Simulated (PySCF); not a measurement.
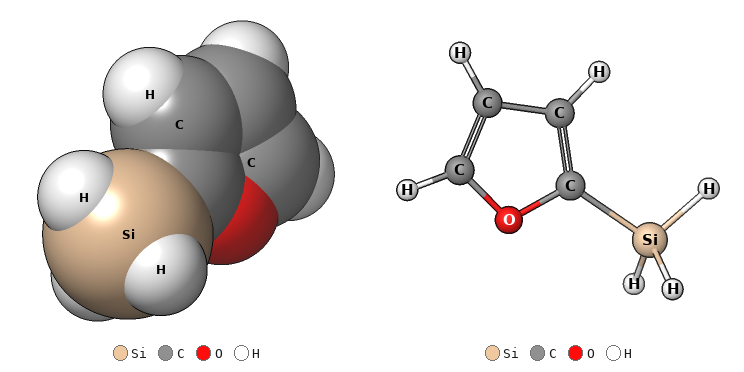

Two views of one molecule.

The computed structure is the end point of a PBE0-D3(BJ)/def2-SVP optimisation. No frequency run is at hand to confirm it as a minimum.

Identify the structure.

It has 12 atoms: 4 carbon, 6 hydrogen, 1 oxygen and 1 silicon (C₄H₆OSi). Its SMILES string is `[SiH3]c1ccco1`. Independent rings (smallest set): 1 of 5 members, 1 of them aromatic. Among its groups: Si–H bond. Coordination: 1 Si tetrahedral; 4 C trigonal planar; 1 O bent.

More results for the same structure follow; atom numbers are the same in all pictures, views and colours differ.

**Geometry**

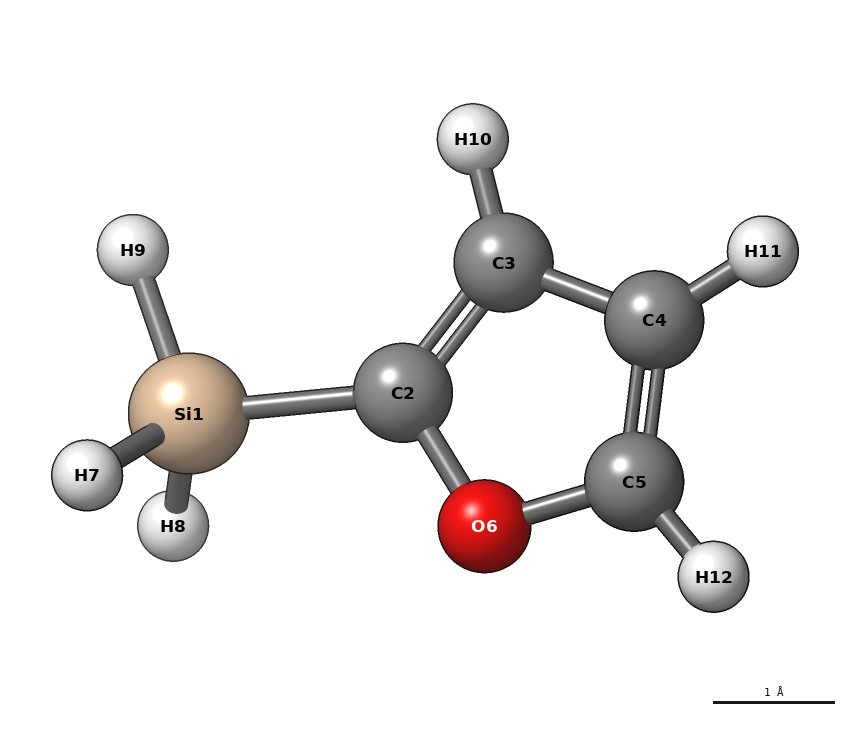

Atoms carry their numbers in the input. No frequency run is at hand to confirm it as a minimum.

Which atoms are bonded, and how long are the bonds?

```
  bond  length (Å)     order
Si1–C2       1.865    single
Si1–H7       1.494    single
Si1–H8       1.494    single
Si1–H9       1.492    single
 C2–C3       1.372  aromatic
 C2–O6       1.363  aromatic
 C3–C4       1.427  aromatic
C3–H10       1.088    single
 C4–C5       1.364  aromatic
C4–H11       1.088    single
 C5–O6       1.343  aromatic
C5–H12       1.088    single
```

**NMR shielding**

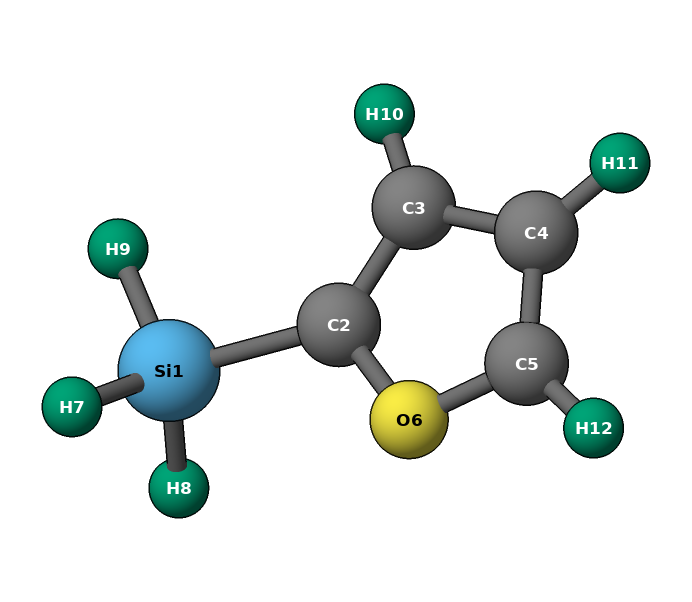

No frequency run is at hand to confirm it as a minimum. Method: GIAO PBE0/pcSseg-1 NMR shielding, non-relativistic, IEF-PCM chloroform (PySCF 2.14.0). Principal shieldings σ11 ≤ σ22 ≤ σ33, span Ω = σ33 − σ11, skew κ = 3(σiso − σ22)/Ω.

Give the shielding tensors of the Si atoms.

```csv
atom,σ11,σ22,σ33,σiso,Ω,κ
Si1,414.7,425.8,462.4,434.3,47.7,0.53
```

Shieldings and span in ppm.

**Ring current**

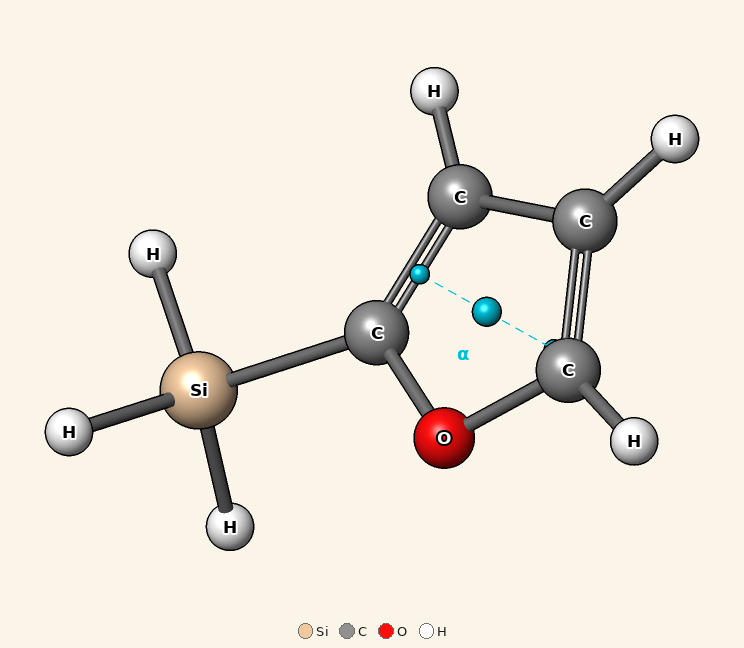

The small points mark where nucleus-independent chemical shifts (NICS) were computed: at the centre of each lettered ring and 1 Å above and below it. No frequency run is at hand to confirm it as a minimum. Level of theory: GIAO PBE0/pcSseg-1 NMR shielding, non-relativistic, IEF-PCM chloroform (PySCF 2.14.0).

Give NICS(0), NICS(1) and the out-of-plane component NICS(1)zz for each ring (means of the two sides).

```csv
ring,members,NICS(0),NICS(1),NICS(1)zz
α,C4O,−11.8,−10.8,−27.8
```

Values in ppm.

**What do the values say about the ring currents?**

Ring α: diatropic, as in an aromatic ring. NICS is one index among several.

**Charges**

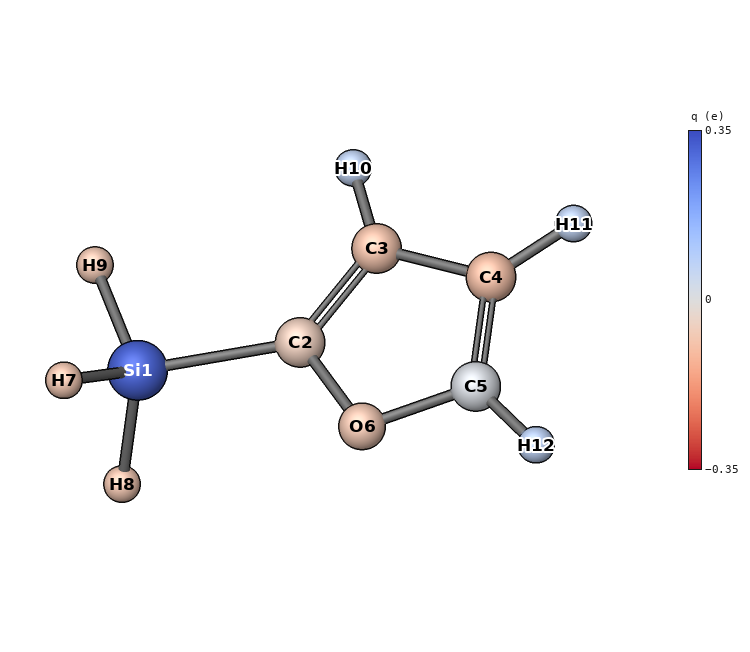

Atoms are coloured by their Hirshfeld charges. No frequency run is at hand to confirm it as a minimum. Properties computed with PBE0/pcSseg-1 in chloroform (IEF-PCM) (PySCF 2.14.0).

**Which atom carries the highest charge (most positive or least negative)?**

Si1 (0.31 e).

**And the lowest?**

C4 (−0.09 e).

Give the Hirshfeld charges atom by atom.

```
atom  value (e)
 Si1       0.31
  C2      −0.05
  C3      −0.08
  C4      −0.09
  C5       0.01
  O6      −0.07
  H7      −0.07
  H8      −0.07
  H9      −0.07
 H10       0.06
 H11       0.06
 H12       0.07
```

**Excitation**

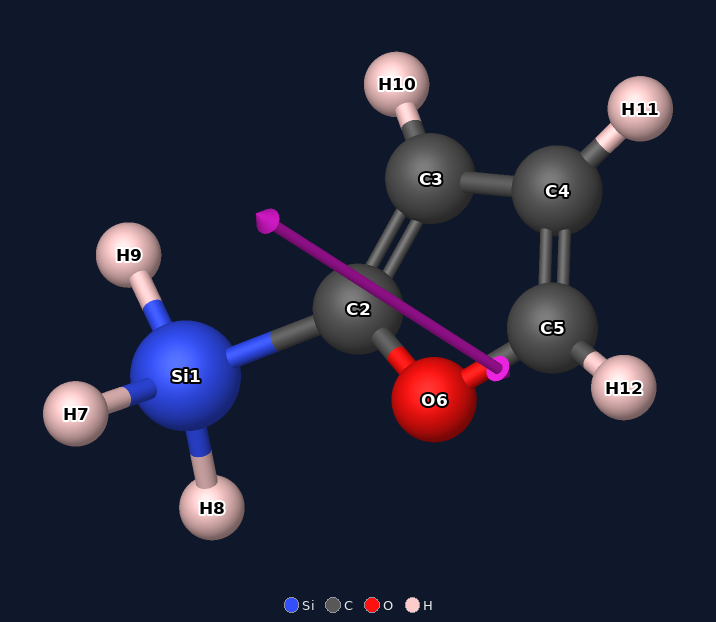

The double arrow shows the direction of the transition dipole to excited singlet state 5 (its length means nothing). No frequency run is at hand to confirm it as a minimum. Method: TDDFT CAM-B3LYP/def2-SVPD, vertical, IEF-PCM chloroform (non-equilibrium linear response), core orbitals frozen in the response (PySCF 2.14.0).

**Give its energy, strength and character.**

7.29 eV (170 nm), oscillator strength 0.018, mainly HOMO → LUMO+3 (weight 0.62); transition dipole 0.80 D.
